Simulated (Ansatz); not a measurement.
**AsF₂ (doublet): the correlation ladder at a displaced geometry (v1), cc-pVDZ**

Aim: climb from Hartree-Fock through coupled cluster and multireference methods for AsF₂ (doublet) at one geometry and basis, and see what each rung misses.

The runs use Ansatz 0.2.0, Gaussian basis; cc-pVDZ, core rule «outside noble gas», up to 16 orbitals frozen.

Plan: UHF; CCSD(T) on ROHF; CCSD(T) on UHF; BCCD(T) on ROHF; CISD; CCSDT(Q) on ROHF; CCSDT(Q) on UHF; CASSCF and MRCISD+Q, 15 electrons in 10 orbitals; CASSCF and NEVPT4(SD), 15 electrons in 10 orbitals; CASSCF and NEVPT2, 15 electrons in 10 orbitals.

21 further runs of the same task are left out: 7 that didn't finish, 14 set aside as unsound or not needed.

### 1 The system

The geometry is a PBE0/def2-TZVP stationary point (not a proven minimum) with its atoms shifted at random (size 0.040 Å). No spin-orbit coupling is included. The filled d shell of As may be among the frozen orbitals whatever the setting's name suggests; the logs give the count.

3 atoms, charge 0, spin multiplicity 2.

Atoms are counted from 1 here; the program's logs count them from 0.

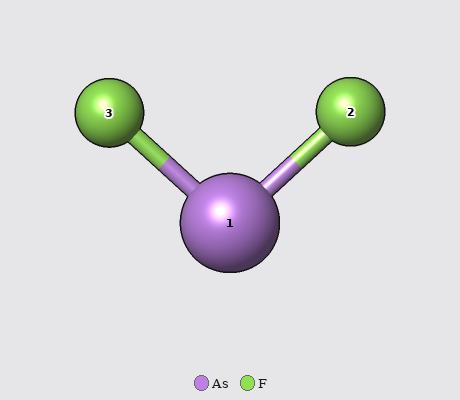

The geometry (arsenic purple, fluorine green); atoms are numbered from 1 in the order of the file.

In the tables R marks a restricted open-shell determinant and U an unrestricted one; 'valence' is the active space of 15 electrons in 10 orbitals; energies count from the table's Hartree-Fock row.

### 2 UHF

in.yaml

```yaml
crystal:
  periodic: [false, false, false]
  atoms:
    - {symbol: As, position_ang: [-0.007790, -0.392089, 0.010923]}
    - {symbol: F, position_ang: [-0.008623, 0.743461, -1.290823]}
    - {symbol: F, position_ang: [0.039341, 0.802771, 1.247749]}
basis:
  gaussian: {orbitals: cc-pVDZ}
magnetization: {spin_polarized: true, initial_magnetization: 1}
hamiltonian: {xc: hf}
output: {orbitals: {seedname: orbitals}}
```

On the command line:

```console
$ ansatz run in.yaml --threads 1 --pin off --events-out ev --progress --plain --max-ram 2393MiB
```

What it wrote:

```text
Functional definition: HF
  name "HF"
  cite "Fock, Z. Phys. 61, 126 (1930) doi:10.1007/BF01340294"
  parent pbe
  exchange = exact_x
  correlation = 0
589 factors; integrals over basis functions are off by at most 5.7e-4 eV
mean field evaluation 1: about -66205.0904 eV, gradient 2.3e1 eV
mean field evaluation 2: about -66205.1090 eV, gradient 2.3e1 eV
mean field evaluation 4: about -66207.1844 eV, gradient 1.6e0 eV
mean field evaluation 8: about -66207.2216 eV, gradient 2.4e-1 eV
mean field -66207.22264020 eV, -2433.0705551600 hartree, gradient 3.7e-5 eV, S^2 0.766135; 0 other end points of the search recorded, 0 dependent functions left out
reference -66207.22264020 eV, -2433.0705551600 hartree; 26, 25 occupied and 29, 30 virtual orbitals, 589 factors
Total energy: -66207.22264020 eV, -2433.0705551600 hartree
```

It took 0.72 s on 1 thread of Arm Neoverse V2, shared host.

From the report: ⟨S²⟩ of the determinant 0.766 (pure doublet: 0.75).

### 3 CCSD(T) on ROHF

in.yaml, as its differences from that of step 2:

```diff
@@ -8,4 +8,3 @@
   gaussian: {orbitals: cc-pVDZ}
-magnetization: {spin_polarized: true, initial_magnetization: 1}
-hamiltonian: {xc: hf}
-output: {orbitals: {seedname: orbitals}}
+magnetization: {spin_polarized: false, initial_magnetization: 1}
+correlation: {method: ccsd_t, electrons: outside_noble_gas}
```

The command is unchanged.

What it wrote, shortened:

```text
Functional definition: HF
  name "HF"
  cite "Fock, Z. Phys. 61, 126 (1930) doi:10.1007/BF01340294"
  parent pbe
[...]
589 factors; integrals over basis functions are off by at most 5.7e-4 eV
[...]
mean field -66207.09833790 eV, -2433.0659871347 hartree, gradient 3.2e-6 eV, S^2 0.750000; 0 other end points of the search recorded, 0 dependent functions left out
16 core orbitals not correlated: weight in the atoms' cores, before any rotation towards them, 0.997 or more for the frozen orbitals, at most 0.003 for the correlated occupied ones
reference -66207.09833790 eV, -2433.0659871347 hartree; 10, 9 occupied and 29, 30 virtual orbitals, 589 factors
second order -12.62411108 eV of doubles, -0.06776027 eV of singles
cycle   1  -12.58042634 eV  change    1.1e-1 eV  update   9.9e-2
[...]
cycle  10  -12.98481330 eV  change   -3.2e-6 eV  update   8.6e-6
perturbative correction -0.25794411 eV, -0.0094792713 hartree
Total energy: -66220.34109531 eV, -2433.5526494933 hartree
```

Wall time 2.1 s (1 thread of Arm Neoverse V2, shared host).

From the report: correlation -13.2428 eV; T1 0.019; largest double amplitude 0.06.

### 4 CCSD(T) on UHF

in.yaml, as its differences from that of step 3:

```diff
@@ -8,3 +8,3 @@
   gaussian: {orbitals: cc-pVDZ}
-magnetization: {spin_polarized: false, initial_magnetization: 1}
+magnetization: {spin_polarized: true, initial_magnetization: 1}
 correlation: {method: ccsd_t, electrons: outside_noble_gas}
```

The command is unchanged.

What it wrote, shortened:

```text
Functional definition: HF
  name "HF"
  cite "Fock, Z. Phys. 61, 126 (1930) doi:10.1007/BF01340294"
  parent pbe
[...]
589 factors; integrals over basis functions are off by at most 5.7e-4 eV
[...]
mean field -66207.22264020 eV, -2433.0705551600 hartree, gradient 3.1e-6 eV, S^2 0.766135; 0 other end points of the search recorded, 0 dependent functions left out
16 core orbitals not correlated: weight in the atoms' cores, before any rotation towards them, 0.997 or more for the frozen orbitals, at most 0.003 for the correlated occupied ones
reference -66207.22264020 eV, -2433.0705551600 hartree; 10, 9 occupied and 29, 30 virtual orbitals, 589 factors
second order -12.55123797 eV of doubles, -0.00000000 eV of singles
cycle   1  -12.44264358 eV  change    1.1e-1 eV  update   9.9e-2
[...]
cycle  10  -12.86455517 eV  change   -4.1e-6 eV  update   9.0e-6
perturbative correction -0.25571152 eV, -0.0093972251 hartree
Total energy: -66220.34290689 eV, -2433.5527160677 hartree
```

Run time: 2 s. Hardware: 1 thread of Arm Neoverse V2, shared host.

From the report: ⟨S²⟩ of the determinant 0.766 (pure doublet: 0.75); correlation -13.1203 eV; T1 0.018; largest double amplitude 0.06.

### 5 BCCD(T) on ROHF

in.yaml, as its differences from that of step 4:

```diff
@@ -8,3 +8,3 @@
   gaussian: {orbitals: cc-pVDZ}
-magnetization: {spin_polarized: true, initial_magnetization: 1}
-correlation: {method: ccsd_t, electrons: outside_noble_gas}
+magnetization: {spin_polarized: false, initial_magnetization: 1}
+correlation: {method: bccd_t, electrons: outside_noble_gas}
```

Launched as before.

What it wrote, shortened:

```text
Functional definition: HF
  name "HF"
  cite "Fock, Z. Phys. 61, 126 (1930) doi:10.1007/BF01340294"
  parent pbe
[...]
589 factors; integrals over basis functions are off by at most 5.7e-4 eV
[...]
mean field -66207.09833790 eV, -2433.0659871347 hartree, gradient 3.2e-6 eV, S^2 0.750000; 0 other end points of the search recorded, 0 dependent functions left out
16 core orbitals not correlated: weight in the atoms' cores, before any rotation towards them, 0.997 or more for the frozen orbitals, at most 0.003 for the correlated occupied ones
reference -66207.09833790 eV, -2433.0659871347 hartree; 10, 9 occupied and 29, 30 virtual orbitals, 589 factors
second order -12.62411108 eV of doubles, -0.06776027 eV of singles
cycle   1  -12.56970151 eV  change    1.2e-1 eV  update   9.9e-2
[...]
cycle  10  -12.94396014 eV  change   -1.2e-5 eV  update   1.2e-5
perturbative correction -0.30693816 eV, -0.0112797692 hartree
Total energy: -66220.34923619 eV, -2433.5529486652 hartree
```

Run time: 2.5 s. Hardware: 1 thread of Arm Neoverse V2, shared host.

From the report: correlation -13.2509 eV; largest double amplitude 0.06.

### 6 CISD

in.yaml, as its differences from that of step 5:

```diff
@@ -9,2 +9,2 @@
 magnetization: {spin_polarized: false, initial_magnetization: 1}
-correlation: {method: bccd_t, electrons: outside_noble_gas}
+correlation: {active_space: {ras: {orbitals: [9, 1, 29], electrons: 19, max_holes: 2, max_particles: 2}, fixed_orbitals: true}}
```

Same command.

What it wrote:

```text
Functional definition: HF
  name "HF"
  cite "Fock, Z. Phys. 61, 126 (1930) doi:10.1007/BF01340294"
  parent pbe
  exchange = exact_x
  correlation = 0
589 factors; integrals over basis functions are off by at most 5.7e-4 eV
mean field evaluation 1: about -66205.0420 eV, gradient 3.2e1 eV
mean field evaluation 2: about -66205.0598 eV, gradient 3.2e1 eV
mean field evaluation 4: about -66207.0795 eV, gradient 1.8e0 eV
mean field evaluation 8: about -66207.0981 eV, gradient 1.6e-1 eV
mean field -66207.09833790 eV, -2433.0659871347 hartree, gradient 3.2e-6 eV, S^2 0.750000; 0 other end points of the search recorded, 0 dependent functions left out
reference -66207.09833790 eV, -2433.0659871347 hartree; 26, 25 occupied and 29, 30 virtual orbitals, 589 factors
state -66218.88295050 eV, -2433.4990636599 hartree
Total energy: -66218.88295050 eV, -2433.4990636599 hartree
```

Run time: 13 s. Hardware: 1 thread of Arm Neoverse V2, shared host.

From the report: 90,392 determinants.

### 7 CCSDT(Q) on ROHF

in.yaml, as its differences from that of step 6:

```diff
@@ -9,2 +9,2 @@
 magnetization: {spin_polarized: false, initial_magnetization: 1}
-correlation: {active_space: {ras: {orbitals: [9, 1, 29], electrons: 19, max_holes: 2, max_particles: 2}, fixed_orbitals: true}}
+correlation: {method: ccsdt_q, electrons: outside_noble_gas}
```

Same command.

What it wrote, shortened:

```text
Functional definition: HF
  name "HF"
  cite "Fock, Z. Phys. 61, 126 (1930) doi:10.1007/BF01340294"
  parent pbe
[...]
1017 factors; integrals over basis functions are off by at most 1.4e-7 eV
[...]
mean field -66207.09883635 eV, -2433.0660054526 hartree, gradient 6.4e-6 eV, S^2 0.750000; 0 other end points of the search recorded, 0 dependent functions left out
16 core orbitals not correlated: weight in the atoms' cores, before any rotation towards them, 0.997 or more for the frozen orbitals, at most 0.003 for the correlated occupied ones
reference -66207.09883635 eV, -2433.0660054526 hartree; 10, 9 occupied and 29, 30 virtual orbitals, 1017 factors
second order -12.62414772 eV of doubles, -0.06776152 eV of singles
cycle   1  -12.58045184 eV  change    1.1e-1 eV  update   1.1e-1
[...]
cycle  16  -13.25952680 eV  change    5.3e-7 eV  update   7.6e-7
perturbative correction -0.03052894 eV, -0.0011219179 hartree
Total energy: -66220.38889210 eV, -2433.5544059928 hartree
```

Run time: 3.8 min. Hardware: 1 thread of Arm Neoverse V2, shared host; peak memory 1.5 GiB.

From the report: correlation -13.2901 eV; T1 0.019; largest double amplitude 0.07.

### 8 CCSDT(Q) on UHF

in.yaml, as its differences from that of step 7:

```diff
@@ -8,3 +8,3 @@
   gaussian: {orbitals: cc-pVDZ}
-magnetization: {spin_polarized: false, initial_magnetization: 1}
+magnetization: {spin_polarized: true, initial_magnetization: 1}
 correlation: {method: ccsdt_q, electrons: outside_noble_gas}
```

Same command.

What it wrote, shortened:

```text
Functional definition: HF
  name "HF"
  cite "Fock, Z. Phys. 61, 126 (1930) doi:10.1007/BF01340294"
  parent pbe
[...]
1017 factors; integrals over basis functions are off by at most 1.4e-7 eV
[...]
mean field -66207.22314242 eV, -2433.0705736162 hartree, gradient 2.4e-6 eV, S^2 0.766136; 0 other end points of the search recorded, 0 dependent functions left out
16 core orbitals not correlated: weight in the atoms' cores, before any rotation towards them, 0.997 or more for the frozen orbitals, at most 0.003 for the correlated occupied ones
reference -66207.22314242 eV, -2433.0705736162 hartree; 10, 9 occupied and 29, 30 virtual orbitals, 1017 factors
second order -12.55127067 eV of doubles, -0.00000000 eV of singles
cycle   1  -12.44266387 eV  change    1.1e-1 eV  update   1.1e-1
[...]
cycle  16  -13.13780492 eV  change    1.8e-8 eV  update   1.3e-6
perturbative correction -0.03564222 eV, -0.0013098276 hartree
Total energy: -66220.39658956 eV, -2433.5546888696 hartree
```

Run time: 67 s. Hardware: 1 thread of Arm Neoverse V2, shared host; peak memory 1.1 GiB.

From the report: ⟨S²⟩ of the determinant 0.766 (pure doublet: 0.75); correlation -13.1734 eV; T1 0.018; largest double amplitude 0.07.

### 9 CASSCF and MRCISD+Q, 15 electrons in 10 orbitals

in.yaml

```yaml
crystal:
  periodic: [false, false, false]
  atoms:
    - {symbol: As, position_ang: [-0.007790, -0.392089, 0.010923]}
    - {symbol: F, position_ang: [-0.008623, 0.743461, -1.290823]}
    - {symbol: F, position_ang: [0.039341, 0.802771, 1.247749]}
basis:
  gaussian: {orbitals: cc-pVDZ}
magnetization: {spin_polarized: false, initial_magnetization: 1}
correlation: {method: fic_mrcisd_q, electrons: outside_noble_gas, active_space: {window: {electrons: 15, orbitals: 10}, shells: [{species: As, l: s, shell: 4}, {species: As, l: p, shell: 4}, {species: F, l: p, shell: 2}]}}
```

Launched as before.

What it wrote, shortened:

```text
Functional definition: HF
  name "HF"
  cite "Fock, Z. Phys. 61, 126 (1930) doi:10.1007/BF01340294"
  parent pbe
[...]
1017 factors; integrals over basis functions are off by at most 1.4e-7 eV
[...]
mean field -66207.09883635 eV, -2433.0660054526 hartree, gradient 6.4e-6 eV, S^2 0.750000; 0 other end points of the search recorded, 0 dependent functions left out
reference -66207.09883635 eV, -2433.0660054526 hartree; 26, 25 occupied and 29, 30 virtual orbitals, 1017 factors
state -66208.66078486 eV, -2433.1234060016 hartree
contracted CI cycle   1: correlation 0.00000000 eV, 0.0000000000 hartree, residual 4.10e1 eV
contracted CI cycle   2: correlation -10.19464176 eV, -0.3746461746 hartree, residual 7.03e0 eV
contracted CI cycle   3: correlation -10.58657315 eV, -0.3890493876 hartree, residual 1.48e0 eV
contracted CI cycle   4: correlation -10.60711288 eV, -0.3898042087 hartree, residual 3.82e-1 eV
contracted CI cycle   5: correlation -10.60834288 eV, -0.3898494101 hartree, residual 9.00e-2 eV
contracted CI cycle   6: correlation -10.60841309 eV, -0.3898519904 hartree, residual 2.43e-2 eV
contracted CI cycle   7: correlation -10.60841819 eV, -0.3898521777 hartree, residual 7.49e-3 eV
contracted CI cycle   8: correlation -10.60841866 eV, -0.3898521952 hartree, residual 2.43e-3 eV
contracted CI cycle   9: correlation -10.60841872 eV, -0.3898521971 hartree, residual 7.19e-4 eV
state -66208.66078486 eV, -2433.1234060016 hartree; corrected -66220.19062458 eV, -2433.5471197961 hartree
Total energy: -66220.19062458 eV, -2433.5471197961 hartree
Checks for a lower state left out: starts, orbital_swaps
```

Run time: 8.5 s. Hardware: 1 thread of Arm Neoverse V2, shared host; peak memory 0.57 GiB.

From the report: 2,712 determinants; active occupations 2.00, 2.00, 2.00, 2.00, 2.00, 1.98, 1.97, 1.01, 0.03, 0.03.

### 10 CASSCF and NEVPT4(SD), 15 electrons in 10 orbitals

in.yaml

```yaml
crystal:
  periodic: [false, false, false]
  atoms:
    - {symbol: As, position_ang: [-0.007790, -0.392089, 0.010923]}
    - {symbol: F, position_ang: [-0.008623, 0.743461, -1.290823]}
    - {symbol: F, position_ang: [0.039341, 0.802771, 1.247749]}
basis:
  gaussian: {orbitals: cc-pVDZ}
magnetization: {spin_polarized: false, initial_magnetization: 1}
correlation: {method: fic_nevpt4_sd, electrons: outside_noble_gas, active_space: {window: {electrons: 15, orbitals: 10}, shells: [{species: As, l: s, shell: 4}, {species: As, l: p, shell: 4}, {species: F, l: p, shell: 2}]}}
```

The command is unchanged.

What it wrote:

```text
Functional definition: HF
  name "HF"
  cite "Fock, Z. Phys. 61, 126 (1930) doi:10.1007/BF01340294"
  parent pbe
  exchange = exact_x
  correlation = 0
1017 factors; integrals over basis functions are off by at most 1.4e-7 eV
mean field evaluation 1: about -66205.0060 eV, gradient 3.2e1 eV
mean field evaluation 2: about -66205.0493 eV, gradient 3.3e1 eV
mean field evaluation 4: about -66207.0781 eV, gradient 1.8e0 eV
mean field evaluation 8: about -66207.0986 eV, gradient 1.5e-1 eV
mean field -66207.09883635 eV, -2433.0660054526 hartree, gradient 6.4e-6 eV, S^2 0.750000; 0 other end points of the search recorded, 0 dependent functions left out
reference -66207.09883635 eV, -2433.0660054526 hartree; 26, 25 occupied and 29, 30 virtual orbitals, 1017 factors
state -66208.66078486 eV, -2433.1234060016 hartree
state -66208.66078486 eV, -2433.1234060016 hartree; corrected -66220.20484673 eV, -2433.5476424505 hartree
Total energy: -66220.20484673 eV, -2433.5476424505 hartree
Checks for a lower state left out: starts, orbital_swaps
```

It took 7.5 s on 1 thread of Arm Neoverse V2, shared host; peak memory 0.57 GiB.

From the report: 2,712 determinants; active occupations 2.00, 2.00, 2.00, 2.00, 2.00, 1.98, 1.97, 1.01, 0.03, 0.03.

### 11 CASSCF and NEVPT2, 15 electrons in 10 orbitals

in.yaml

```yaml
crystal:
  periodic: [false, false, false]
  atoms:
    - {symbol: As, position_ang: [-0.007790, -0.392089, 0.010923]}
    - {symbol: F, position_ang: [-0.008623, 0.743461, -1.290823]}
    - {symbol: F, position_ang: [0.039341, 0.802771, 1.247749]}
basis:
  gaussian: {orbitals: cc-pVDZ}
magnetization: {spin_polarized: false, initial_magnetization: 1}
correlation: {method: sc_nevpt2, electrons: outside_noble_gas, active_space: {window: {electrons: 15, orbitals: 10}, shells: [{species: As, l: s, shell: 4}, {species: As, l: p, shell: 4}, {species: F, l: p, shell: 2}]}}
```

Launched as before.

What it wrote:

```text
Functional definition: HF
  name "HF"
  cite "Fock, Z. Phys. 61, 126 (1930) doi:10.1007/BF01340294"
  parent pbe
  exchange = exact_x
  correlation = 0
1017 factors; integrals over basis functions are off by at most 1.4e-7 eV
mean field evaluation 1: about -66205.0060 eV, gradient 3.2e1 eV
mean field evaluation 2: about -66205.0493 eV, gradient 3.3e1 eV
mean field evaluation 4: about -66207.0781 eV, gradient 1.8e0 eV
mean field evaluation 8: about -66207.0986 eV, gradient 1.5e-1 eV
mean field -66207.09883635 eV, -2433.0660054526 hartree, gradient 6.4e-6 eV, S^2 0.750000; 0 other end points of the search recorded, 0 dependent functions left out
reference -66207.09883635 eV, -2433.0660054526 hartree; 26, 25 occupied and 29, 30 virtual orbitals, 1017 factors
state -66208.66078486 eV, -2433.1234060016 hartree
state -66208.66078486 eV, -2433.1234060016 hartree; corrected -66219.15629042 eV, -2433.5091087165 hartree
Total energy: -66219.15629042 eV, -2433.5091087165 hartree
Checks for a lower state left out: starts, orbital_swaps
```

Run time: 4.4 s. Hardware: 1 thread of Arm Neoverse V2, shared host.

From the report: 2,712 determinants; active occupations 2.00, 2.00, 2.00, 2.00, 2.00, 1.98, 1.97, 1.01, 0.03, 0.03.

### 12 How many determinants matter

Natural occupations of the CASSCF valence state about the gap (report; correlated orbitals 4 to 10): 1.996, 1.996, 1.975, 1.974, 1.007, 0.033, 0.028. The count of effectively unpaired electrons, Σ n²(2 − n)², is 1.01; a single determinant of this spin has 1.

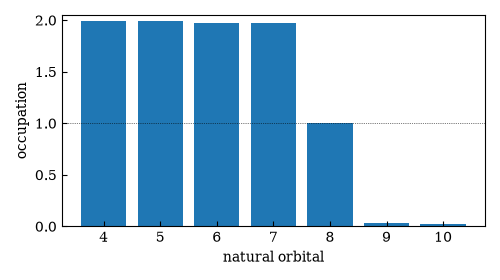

Natural occupations of the CASSCF valence state.

### 13 The ladder

The yardstick is UCCSDT(Q), where the cluster series has nearly closed. Rows without a time come out of other runs: HF, MP2 and CCSD of CCSD(T), CCSDT of CCSDT(Q), CASSCF and MRCISD of the multireference runs.

Differences are taken before rounding.

| method | energy from the lowest RHF (kJ/mol) | from UCCSDT(Q) (kJ/mol) | time |
| --- | --- | --- | --- |
| RHF | 0.0 | +1283.1 |  |
| UHF | -12.0 | +1271.1 |  |
| RMP2 | -1224.6 | +58.5 |  |
| UMP2 | -1223.0 | +60.1 |  |
| RCCSD | -1252.8 | +30.2 |  |
| UCCSD | -1253.2 | +29.9 |  |
| RCCSD(T) | -1277.7 | +5.4 | 2.1 s |
| UCCSD(T) | -1277.9 | +5.2 | 2 s |
| BCCD(T) | -1278.5 | +4.6 | 2.5 s |
| RCCSDT | -1279.4 | +3.7 |  |
| UCCSDT | -1279.6 | +3.4 |  |
| RCCSDT(Q) | -1282.3 | +0.7 | 3.8 min |
| UCCSDT(Q) | -1283.1 | 0 | 67 s |
| CASSCF valence | -150.8 | +1132.3 |  |
| NEVPT2 valence | -1163.4 | +119.7 | 4.4 s |
| NEVPT4(SD) valence | -1264.6 | +18.5 | 7.5 s |
| MRCISD valence | -1174.3 | +108.8 |  |
| MRCISD+Q valence | -1263.2 | +19.9 | 8.5 s |

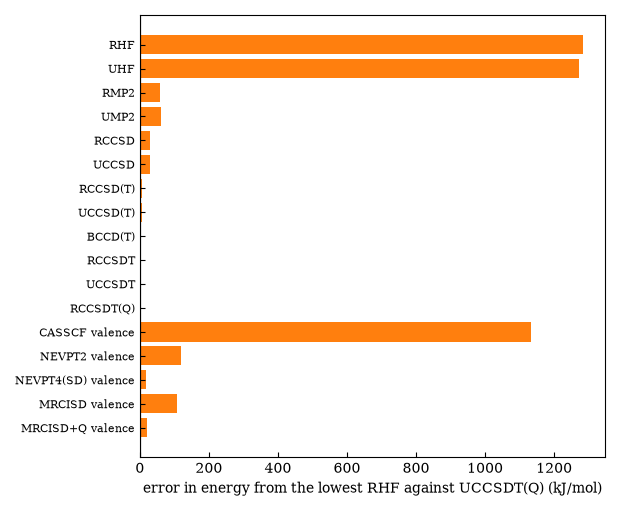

Deviations from UCCSDT(Q), method by method.

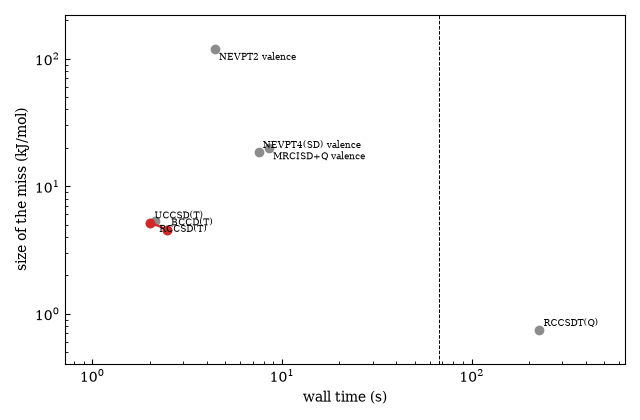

Miss against cost. Red marks the levels that no quicker level drawn beats (of those quicker than the yardstick), and the dashed line is the time of UCCSDT(Q). Times are from a shared host.

Not comparable, so not listed: CISD (they don't share determinant, frozen orbitals or solution with the rows shown, or repeat one).

### 14 Results

| quantity | value |
| --- | --- |
| UCCSDT(Q) below the RHF energy | -13.2983 eV |
| RMP2 from UCCSDT(Q) | +58.5 kJ/mol |
| UMP2 from UCCSDT(Q) | +60.1 kJ/mol |
| RCCSD from UCCSDT(Q) | +30.2 kJ/mol |
| RCCSD(T) from UCCSDT(Q) | +5.4 kJ/mol |
| UCCSD(T) from UCCSDT(Q) | +5.2 kJ/mol |
| RCCSDT(Q) from UCCSDT(Q) | +0.7 kJ/mol |
| NEVPT2 valence from UCCSDT(Q) | +119.7 kJ/mol |
| NEVPT4(SD) valence from UCCSDT(Q) | +18.5 kJ/mol |
| MRCISD+Q valence from UCCSDT(Q) | +19.9 kJ/mol |
| levels within 1 kcal/mol (43 meV) | RCCSDT, UCCSDT, RCCSDT(Q) |
| T1 diagnostic | 0.019 |
| effectively unpaired electrons | 1.01 |

In words: RCCSD(T) lands +5.4 kJ/mol from the yardstick (0.4 % of the correlation energy). One determinant dominates. Of the multireference levels listed NEVPT4(SD) valence comes nearest in total energy (+18.5 kJ/mol), which doesn't show that its space is the better one. These misses are within one basis, not against nature; the frozen cores of restricted and unrestricted runs differ, which can shift their rows.

BCCD(T) reaches 4.6 kJ/mol from the reference in 2.5 s, where UCCSDT(Q) took 67 s; the quickest level in the cost chart, UCCSD(T), takes 2 s and misses by 5.2 kJ/mol.
